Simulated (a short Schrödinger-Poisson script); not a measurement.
Stack: symmetric double-gate stack, SiO2 on p-type Si(110), at 400 K.

```csv
layer,material,thickness (nm),Na (cm⁻³)
1,SiO2,2.3,-
2,Si,20,2e18
3,SiO2,2.3,-
```

The device is made up for the run: typed textbook-type constants, with dimensions and the other settings drawn at random. SiO2: permittivity 3.9, conduction-band edge (eV) 3.15, gap (eV) 9, electron mass (mₑ) 0.5. Si: permittivity 11.7, conduction-band edge (eV) 0, gap (eV) 1.124, Nv at 300 K (cm⁻³) 3.1e19.

Channel valleys (confinement mass, in-plane density-of-states mass, number): Δ4 0.315, 0.324, 4; Δ2 0.19, 0.417, 2. At the gates, both at one voltage, the conduction-band edge of layer 1 lies 3.55 eV − eVg above the Fermi level of the channel. Gaps are held at their typed values at every temperature. Mesh 0.03 nm at interfaces.

From a short Schrödinger-Poisson script (our own, NumPy): 1D Poisson equation in equilibrium, electrons quantum, Hartree (BenDaniel-Duke, 12 states a valley, the channel's in-plane mass for all, wave functions free to enter the dielectric), parabolic valleys, classical holes, full ionisation, no traps, pinning or gate leakage.

Only gate voltages with over 1e8 electrons/cm² are shown.

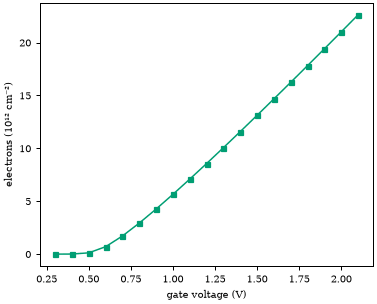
Figure: Sheet density against gate voltage

```tsv
Vg (V)	electrons (cm⁻²)	C (μF/cm²)	Δ4 E0 (meV)	Δ4 E1 (meV)	Δ2 E0 (meV)	Δ2 E1 (meV)
0.3	4.75e8	< 0.003	409.1	409.1	421.1	421.6
0.4	8.51e9	0.0394	309.6	309.6	321.7	322.1
0.5	1.23e11	0.461	217.4	217.4	229.7	230.1
0.6	6.99e11	1.36	156.4	156.5	169.5	169.8
0.7	1.71e12	1.83	124.1	124.1	138.4	138.6
0.8	2.93e12	2.06	104.1	104.1	119.6	119.7
0.9	4.26e12	2.19	89.9	90.0	106.6	106.7
1	5.65e12	2.27	79.0	79.0	96.7	96.7
1.1	7.09e12	2.34	70.1	70.1	88.7	88.8
1.2	8.56e12	2.38	62.5	62.5	82.1	82.1
1.3	1.01e13	2.42	56.0	56.0	76.4	76.4
1.4	1.16e13	2.45	50.2	50.2	71.4	71.4
1.5	1.31e13	2.48	45.0	45.0	67.0	67.0
1.6	1.47e13	2.50	40.3	40.3	63.0	63.0
1.7	1.63e13	2.52	35.9	35.9	59.3	59.3
1.8	1.78e13	2.54	31.9	31.9	56.0	56.0
1.9	1.94e13	2.56	28.2	28.2	52.9	52.9
2	2.10e13	2.57	24.6	24.6	49.9	49.9
2.1	2.26e13	2.58	21.3	21.3	47.2	47.2
```

Subbands count from the Fermi level. The capacitance is that of both gates.
